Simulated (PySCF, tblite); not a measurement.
**Cl₂H₄PSi₂ radical, a small gas-phase stand-in for a defect centre (Si site with back bonds Cl, Cl, [PH][SiH3]): EPR parameters**

What EPR parameters should one expect for `[SiH3]P[Si](Cl)Cl`? It is drawn as: dangling bond.

Computed with tblite 0.8.0 and PySCF 2.14.0; each step states its level. No surroundings beyond the atoms listed, unless a continuum is named. Atoms count from 0, parts from 1.

## (1) Starting point

9 atoms, charge 0, multiplicity 2; geometry: distance geometry start.

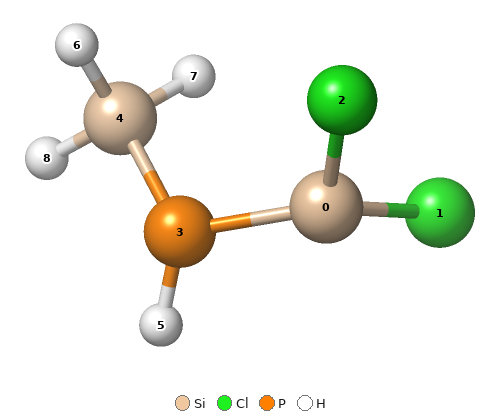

The starting geometry (silicon light orange, chlorine green, phosphorus orange, hydrogen white), atoms numbered.

## (2) Relaxing the cluster with GFN2-xTB

Job settings and geometry (Å):

```
{"job": {"kind": "relax", "xc": "GFN2-xTB", "basis": "xTB"}, "charge": 0, "multiplicity": 2}
Si     0.392314    -2.457471    -0.001432
Cl     0.908136    -2.706723    -2.068836
Cl     2.018846    -2.288201     1.352124
P     -1.338197    -1.219178     0.426285
Si    -1.086932     0.886055     0.042672
H     -2.538529    -1.767719     0.064752
H     -0.501744     1.521466     1.196210
H     -0.259283     1.089541    -1.095066
H     -2.366436     1.481137    -0.208844
```

Method: GFN2-xTB geometry optimisation, gas phase.

On the command line:

```sh
$ OMP_NUM_THREADS=1 python cluster_run.py task.json out
```

One launch serves the whole session: the jobs run in the order shown.

What it wrote:

```text
step      E/eV     max force
  0    -466.10757    1.691
  1    -466.24366    1.572
  2    -466.61637    1.428
  3    -466.67218    1.323
  4    -466.86989    0.639
  5    -466.89523    0.536
  6    -466.93378    0.500
  7    -466.95061    0.330
  8    -466.96061    0.264
  9    -466.96432    0.169
 10    -466.97062    0.188
 11    -466.97617    0.232
 12    -466.98442    0.364
 13    -466.99358    0.404
 14    -467.00268    0.287
 15    -467.00770    0.190
 16    -467.01062    0.143
 17    -467.01278    0.163
 18    -467.01495    0.199
 19    -467.01825    0.210
 20    -467.02233    0.215
 21    -467.02531    0.129
 22    -467.02666    0.117
 23    -467.02752    0.102
 24    -467.02850    0.122
 25    -467.03009    0.158
 26    -467.03259    0.195
 27    -467.03567    0.211
 28    -467.03817    0.131
 29    -467.03961    0.095
 30    -467.04026    0.088
 31    -467.04077    0.092
 32    -467.04175    0.100
 33    -467.04341    0.171
 34    -467.04550    0.198
 35    -467.04696    0.130
 36    -467.04755    0.045
 37    -467.04775    0.046
 38    -467.04794    0.047
 39    -467.04834    0.078
 40    -467.04888    0.089
 41    -467.04939    0.060
 42    -467.04965    0.040
 43    -467.04977    0.030
 44    -467.04992    0.046
 45    -467.05017    0.063
 46    -467.05052    0.064
 47    -467.05085    0.047
 48    -467.05101    0.028
 49    -467.05108    0.021
 50    -467.05113    0.028
 51    -467.05120    0.032
 52    -467.05130    0.031
 53    -467.05138    0.028
 54    -467.05143    0.017
 55    -467.05146    0.017
 56    -467.05148    0.019
 57    -467.05153    0.024
 58    -467.05162    0.040
 59    -467.05179    0.057
 60    -467.05209    0.065
 61    -467.05244    0.050
 62    -467.05268    0.036
 63    -467.05288    0.034
 64    -467.05311    0.060
 65    -467.05354    0.091
 66    -467.05436    0.119
 67    -467.05552    0.123
 68    -467.05688    0.110
 69    -467.05815    0.111
 70    -467.05801    0.137
 71    -467.05951    0.100
 72    -467.05995    0.076
 73    -467.06102    0.057
 74    -467.06169    0.057
 75    -467.06061    0.173
 76    -467.06261    0.030
 77    -467.06287    0.015
 78    -467.06274    0.093
 79    -467.06311    0.020
 80    -467.06318    0.023
 81    -467.06329    0.038
 82    -467.06335    0.021
 83    -467.06342    0.017
 84    -467.06348    0.016
 85    -467.06353    0.020
 86    -467.06358    0.021
 87    -467.06363    0.017
 88    -467.06367    0.014
 89    -467.06370    0.011
 90    -467.06372    0.010
 91    -467.06373    0.010
 92    -467.06374    0.010
 93    -467.06376    0.011
 94    -467.06379    0.018
 95    -467.06386    0.027
 96    -467.06396    0.034
 97    -467.06409    0.048
 98    -467.06419    0.047
 99    -467.06437    0.034
100    -467.06451    0.031
101    -467.06472    0.033
102    -467.06485    0.044
103    -467.06509    0.057
104    -467.06535    0.060
105    -467.06586    0.067
106    -467.06643    0.073
107    -467.06709    0.090
108    -467.06729    0.126
109    -467.06845    0.119
110    -467.06932    0.064
111    -467.07045    0.066
112    -467.07244    0.158
113    -467.07527    0.169
114    -467.07864    0.192
115    -467.08193    0.194
116    -467.08364    0.181
117    -467.08717    0.124
118    -467.09023    0.121
119    -467.09453    0.279
120    -467.09659    0.170
121    -467.10063    0.217
122    -467.10490    0.285
123    -467.10884    0.184
124    -467.11208    0.192
125    -467.11657    0.189
126    -467.12003    0.152
127    -467.12663    0.152
128    -467.13403    0.213
129    -467.13149    0.293
130    -467.13843    0.183
131    -467.14095    0.176
132    -467.14470    0.143
133    -467.14801    0.192
134    -467.15068    0.142
135    -467.15204    0.110
136    -467.15328    0.069
137    -467.15380    0.045
138    -467.15424    0.059
139    -467.15481    0.085
140    -467.15524    0.072
141    -467.15559    0.047
142    -467.15582    0.038
143    -467.15596    0.032
144    -467.15607    0.035
145    -467.15617    0.025
146    -467.15625    0.018
147    -467.15630    0.014
148    -467.15634    0.011
149    -467.15636    0.010
150    -467.15637    0.007
```

Wall time 3.1 s (1 thread of Arm Neoverse V2, shared host).

Step by step:

```
step  energy from step 0 (eV)  largest force (eV/Å)
   0                   0.0000                1.6918
   6                  -0.8262                0.5003
  12                  -0.8768                0.3647
  18                  -0.9074                0.1992
  24                  -0.9209                0.1223
  30                  -0.9327                0.0877
  36                  -0.9400                0.0447
  42                  -0.9421                0.0406
  48                  -0.9434                0.0283
  54                  -0.9439                0.0177
  60                  -0.9445                0.0642
  66                  -0.9468                0.1195
  72                  -0.9524                0.0758
  78                  -0.9552                0.0931
  84                  -0.9559                0.0157
  90                  -0.9561                0.0104
  96                  -0.9564                0.0342
 102                  -0.9573                0.0432
 108                  -0.9597                0.1264
 114                  -0.9711                0.1921
 120                  -0.9890                0.1704
 126                  -1.0125                0.1517
 132                  -1.0371                0.1430
 138                  -1.0467                0.0588
 144                  -1.0485                0.0349
 150                  -1.0488                0.0065
```

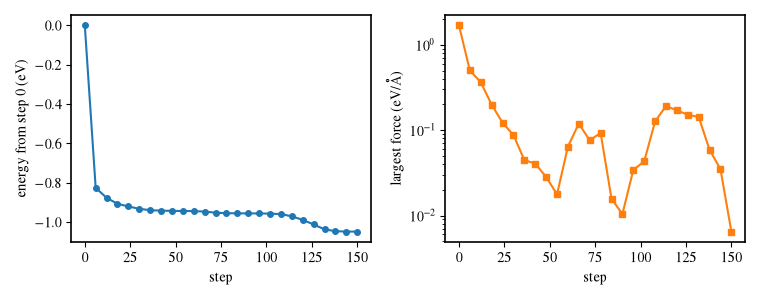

Energy and largest force along the relaxation.

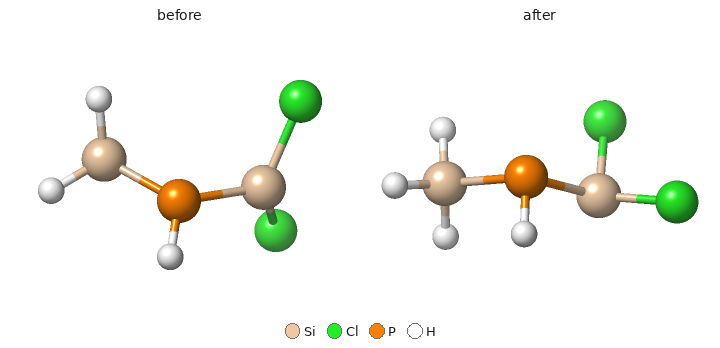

The geometry before (left) and after (right).

Distances of close pairs at the start and the end, largest changes first:

```
   bond  before (Å)  after (Å)  change (Å)
Si0–Cl1       2.145      2.046      -0.099
 P3–Si4       2.155      2.242      +0.087
Si0–Cl2       2.123      2.038      -0.085
 Si0–P3       2.170      2.250      +0.080
 Si4–H7       1.422      1.463      +0.042
 Si4–H8       1.433      1.463      +0.030
 Si4–H6       1.441      1.460      +0.019
  P3–H5       1.368      1.384      +0.015
```

## (3) Geometry optimisation at PBE0-D3(BJ)/def2-SVP

Job settings and geometry (Å):

```
{"job": {"xc": "PBE0", "basis": "def2-SVP", "d3": "d3bj", "grid": 2, "kind": "geom", "shake": 0.01}, "charge": 0, "multiplicity": 2}
Si     1.023614    -1.602799    -0.260326
Cl     2.806443    -0.625917    -0.224873
Cl     1.266042    -3.383966     0.631234
P     -0.338159    -0.335715     1.012036
Si    -0.748110     1.447600    -0.288649
H     -1.520276    -1.025277     0.660281
H      0.481370     2.257651    -0.239952
H     -1.059173     1.075140    -1.656159
H     -1.867502     2.170135     0.357858
```

What it wrote:

```text
step   0  E = -1841.96719008  max force = 0.024077
step   1  E = -1841.97091475  max force = 0.006494
step   2  E = -1841.97145302  max force = 0.003349
step   3  E = -1841.97157130  max force = 0.000889
step   4  E = -1841.97160129  max force = 0.000883
step   5  E = -1841.97168065  max force = 0.001910
step   6  E = -1841.97178353  max force = 0.002725
step   7  E = -1841.97071350  max force = 0.004541
step   8  E = -1841.97181404  max force = 0.003228
step   9  E = -1841.97191827  max force = 0.001529
step  10  E = -1841.97194850  max force = 0.000908
step  11  E = -1841.97195536  max force = 0.000506
step  12  E = -1841.97196371  max force = 0.000258
optimisation converged
```

Wall time 2.5 min (1 thread of Arm Neoverse V2, shared host); peak memory 0.56 GiB.

Along the way: (the energy doesn't fall at every step)

```
step  energy from step 0 (eV)  largest force component (eV/Å)
   0                   0.0000                          1.2381
   1                  -0.1014                          0.3339
   2                  -0.1160                          0.1722
   3                  -0.1192                          0.0457
   4                  -0.1200                          0.0454
   5                  -0.1222                          0.0982
   6                  -0.1250                          0.1401
   7                  -0.0959                          0.2335
   8                  -0.1258                          0.1660
   9                  -0.1287                          0.0786
  10                  -0.1295                          0.0467
  11                  -0.1297                          0.0260
  12                  -0.1299                          0.0133
```

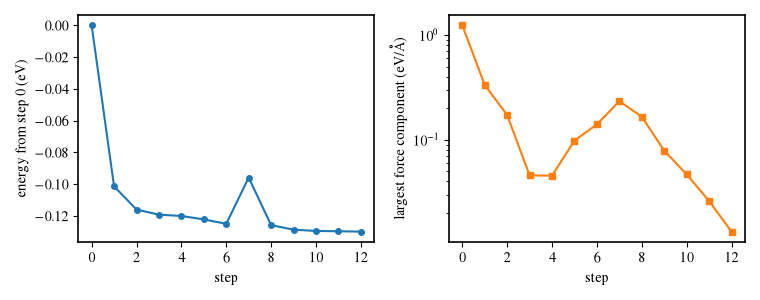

Energy and force, step by step.

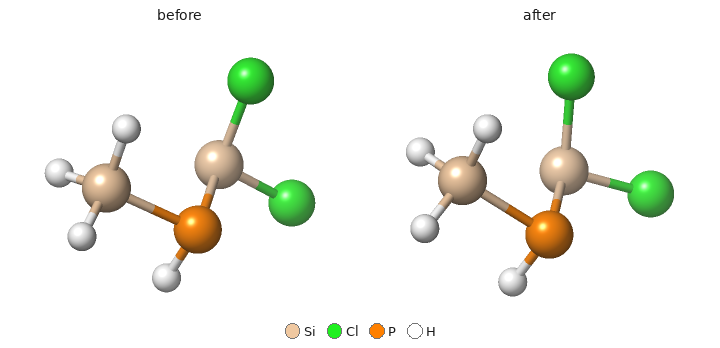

The geometry before (left) and after (right).

Distances of close pairs at the start and the end, largest changes first:

```
   bond  before (Å)  after (Å)  change (Å)
Si0–Cl2       2.007      2.074      +0.068
Si0–Cl1       2.033      2.080      +0.047
 Si4–H7       1.451      1.493      +0.042
 P3–Si4       2.245      2.275      +0.030
  P3–H5       1.413      1.429      +0.016
 Si4–H6       1.473      1.489      +0.016
 Si4–H8       1.481      1.492      +0.012
 Si0–P3       2.254      2.260      +0.007
```

The final coordinates are the input of the step that follows.

```
                         at the end point                value
  point group (found at 0.08 Å tolerance)                   C1
rotational constants (GHz, main isotopes)  2.278, 0.963, 0.715
                        dipole moment (D)                 2.05
                                     ⟨S²⟩                0.754
```

## (4) EPR parameters: B3LYP/IGLO-III+pcH-1

Job settings and geometry (Å):

```
{"job": {"kind": "epr"}, "charge": 0, "multiplicity": 2}
Si     0.934955    -1.616701    -0.294513
Cl     2.593737    -0.456136    -0.772745
Cl     1.597858    -3.306337     0.710044
P     -0.330293    -0.353315     1.088366
Si    -0.477424     1.453853    -0.285228
H     -1.564142    -0.945982     0.677409
H      0.688798     2.331466     0.008234
H     -0.499381     1.098790    -1.735593
H     -1.746791     2.150556     0.076437
```

Method: UKS B3LYP, IGLO-III on Cl P Si, pcH-1 on H, non-relativistic, mean-field spin-orbit, GIAO.

What it wrote:

```text
UKS, coarse grid
  cycle   1  E = -1843.30544884  |g| = 3.22e-01
  cycle   2  E = -1843.26387093  |g| = 3.98e-01
  cycle   3  E = -1843.34413396  |g| = 8.14e-02
  cycle   4  E = -1843.34708562  |g| = 2.22e-02
  cycle   5  E = -1843.34734066  |g| = 6.15e-03
  cycle   6  E = -1843.34736457  |g| = 2.19e-03
  cycle   7  E = -1843.34736787  |g| = 6.80e-04
UKS, final grid
  cycle   1  E = -1843.34739033  |g| = 7.92e-04
  cycle   2  E = -1843.34738996  |g| = 1.13e-03
  cycle   3  E = -1843.34739074  |g| = 7.06e-05
  cycle   4  E = -1843.34739075  |g| = 4.13e-05
  cycle   5  E = -1843.34739075  |g| = 2.10e-05
E = -1843.34739075 Eh   <S^2> = 0.7538 (exact 0.7500)
g shifts (ppm)      1          2          3
  rmc          -201       -201       -201
  gc             -2         69         56
  oz_so         908       4597       7379
  total         706       4465       7235
hyperfine (MHz)  atom isotope    a_iso     a_fc   dipolar eigenvalues
    0  29Si    -828.47    -829.21   -119.05     57.53     61.52
    1  35Cl      18.31      17.85    -17.87    -16.82     34.69
    2  35Cl      24.14      23.58    -19.35    -18.65     38.01
    3   31P     -28.76     -28.06    -84.92    -76.75    161.67
    4  29Si      -4.27      -4.29     -0.90      0.08      0.82
    5    1H      11.59      11.57     -4.96     -0.11      5.08
    6    1H      -1.31      -1.31     -1.25     -0.52      1.77
    7    1H       3.12       3.11     -1.87     -1.27      3.14
    8    1H       0.97       0.97     -1.14     -0.53      1.67
```

It took 76 s on 1 thread of Arm Neoverse V2, shared host; peak memory 0.93 GiB.

Principal g values 2.00302, 2.00678, 2.00955; g(iso) = 2.00645, against 2.00232 for a free electron.

Hyperfine couplings, nucleus by nucleus at this fixed geometry (no averaging over rotations):

```
nuclei  isotope  a(iso) (MHz)  a(iso) (G, at g = 2.0023)  largest dipolar term (MHz)
   Si0     29Si        -828.5                     -295.6                      -119.1
    P3      31P         -28.8                      -10.3                       161.7
   Cl2     35Cl          24.1                        8.6                        38.0
   Cl1     35Cl          18.3                        6.5                        34.7
    H5       1H          11.6                        4.1                         5.1
   Si4     29Si          -4.3                       -1.5                        -0.9
    H7       1H           3.1                        1.1                         3.1
    H6       1H          -1.3                       -0.5                         1.8
    H8       1H           1.0                        0.3                         1.7
```

Mulliken spin populations:

```
atom  value (e)
 Si0       0.64
 Cl1       0.07
 Cl2       0.08
  P3       0.21
 Si4       0.00
  H5       0.00
  H6       0.00
  H7       0.00
  H8       0.00
```

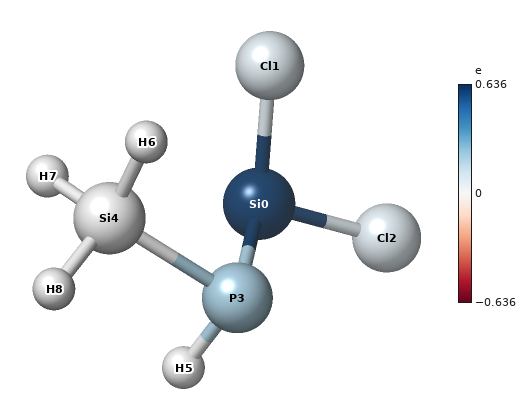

Mulliken spin populations, as colours on the atoms.

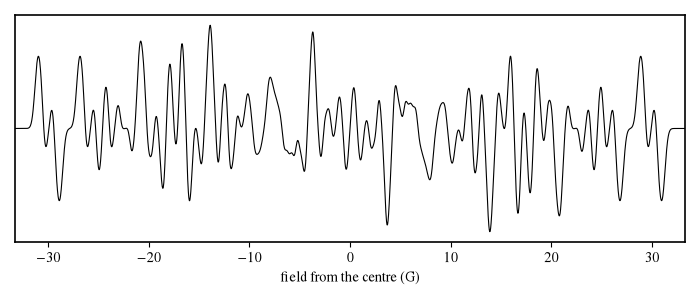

First-order isotropic spectrum (first derivative, main isotopes with spin only, couplings over 0.8 MHz, Gaussian width 0.3 G; couplings of the frozen geometry, rotation of groups not averaged beyond the rows shown).

Orbitals, density, ELF and potential are computed afterwards from the orbital file.

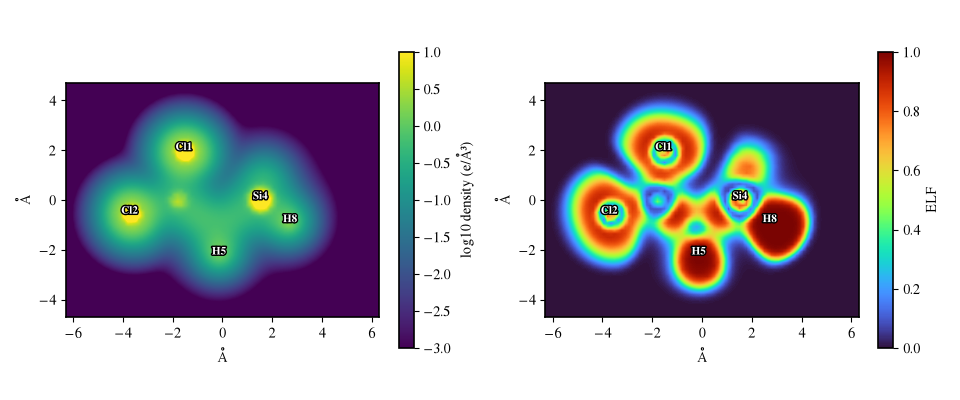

Density (left) and ELF (right) in a plane through or near 5 of the atoms.

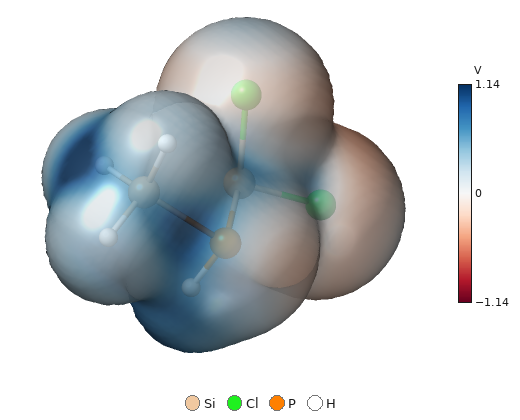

The potential that a unit positive charge feels on the 0.002 e/bohr³ surface, from -0.41 V near Cl2 to 1.14 V near H8.

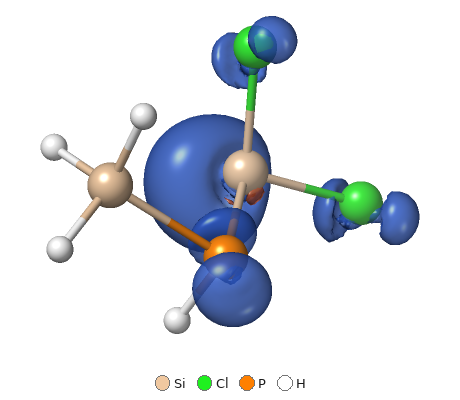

Spin density at ±0.04 e/Å³ (alpha excess blue, beta excess red).

## (5) EPR parameters: BHandHLYP/IGLO-III+pcH-1

Same as in step 4 but for these lines:

```diff
@@ -1,2 +1,2 @@
-{"job": {"kind": "epr"}, "charge": 0, "multiplicity": 2}
+{"job": {"kind": "epr", "xc": "BHandHLYP"}, "charge": 0, "multiplicity": 2}
 Si     0.934955    -1.616701    -0.294513
```

Method: UKS BHandHLYP, IGLO-III on Cl P Si, pcH-1 on H, non-relativistic, mean-field spin-orbit, GIAO.

What it wrote:

```text
UKS, coarse grid
  cycle   1  E = -1843.19215706  |g| = 3.03e-01
  cycle   2  E = -1843.20239767  |g| = 2.85e-01
  cycle   3  E = -1843.24437291  |g| = 4.36e-02
  cycle   4  E = -1843.24552714  |g| = 1.20e-02
  cycle   5  E = -1843.24570218  |g| = 6.12e-03
  cycle   6  E = -1843.24574553  |g| = 1.44e-03
  cycle   7  E = -1843.24575233  |g| = 7.41e-04
UKS, final grid
  cycle   1  E = -1843.24576943  |g| = 4.87e-04
  cycle   2  E = -1843.24576981  |g| = 3.78e-04
  cycle   3  E = -1843.24576994  |g| = 1.49e-04
  cycle   4  E = -1843.24577006  |g| = 5.18e-05
  cycle   5  E = -1843.24577006  |g| = 1.26e-05
E = -1843.24577006 Eh   <S^2> = 0.7574 (exact 0.7500)
g shifts (ppm)      1          2          3
  rmc          -202       -202       -202
  gc             -2         70         56
  oz_so         729       3717       6365
  total         526       3585       6219
hyperfine (MHz)  atom isotope    a_iso     a_fc   dipolar eigenvalues
    0  29Si    -863.00    -863.75   -129.99     61.44     68.55
    1  35Cl      20.64      20.25    -17.56    -16.19     33.75
    2  35Cl      26.33      25.86    -19.09    -18.09     37.18
    3   31P     -35.34     -34.63    -87.23    -75.26    162.49
    4  29Si      -3.90      -3.93     -0.90      0.10      0.79
    5    1H      12.32      12.30     -4.90     -0.20      5.10
    6    1H      -1.54      -1.54     -1.24     -0.52      1.76
    7    1H       2.07       2.07     -1.88     -1.32      3.20
    8    1H       0.71       0.71     -1.12     -0.53      1.65
```

Wall time 84 s (1 thread of Arm Neoverse V2, shared host); peak memory 0.94 GiB.

In short: g(iso) 2.00576.

## (6) Side by side: EPR parameters

g, ⟨S²⟩ and isotropic hyperfine couplings (MHz), with basis size and wall time:

```
                     run   g(iso)   ⟨S²⟩  29Si Si0  31P P3  35Cl Cl2  35Cl Cl1  1H H5  functions  time
    B3LYP/IGLO-III+pcH-1  2.00645  0.754    -828.5   -28.8      24.1      18.3   11.6        260  76 s
BHandHLYP/IGLO-III+pcH-1  2.00576  0.757    -863.0   -35.3      26.3      20.6   12.3        260  84 s
```

## (7) Outcome

```
                                                                  quantity                    value
                                                               point group                       C1
                                      rotational constants (main isotopes)     2.28, 0.96, 0.72 GHz
                                                            g(iso) (B3LYP)                  2.00645
                                                                      ⟨S²⟩       0.754 (exact 0.75)
                                                            largest a(iso)  29Si on Si0, -828.5 MHz
potential on the surface of density 0.002 e/bohr³, 1st and 99th percentile       -0.41 V and 1.14 V
```

The start of the PBE0/def2-SVP relaxation was shaken at random by about 0.01 Å, so part of the energy gained, and of the first lengths quoted, undoes that. Over 12 steps the energy fell by 0.130 eV; of the close pairs, Si0–Cl2 changed most, 2.007 to 2.074 Å (PBE0/def2-SVP). No frequency check was run at this level, so the end point may be a saddle. Si0 carries the largest spin population, 0.64 e. The isotropic g lies 4.1 ppt above the free-electron value. The coupling of 29Si on Si0 runs from -863.0 (BHandHLYP/IGLO-III+pcH-1) to -828.5 MHz (B3LYP/IGLO-III+pcH-1).
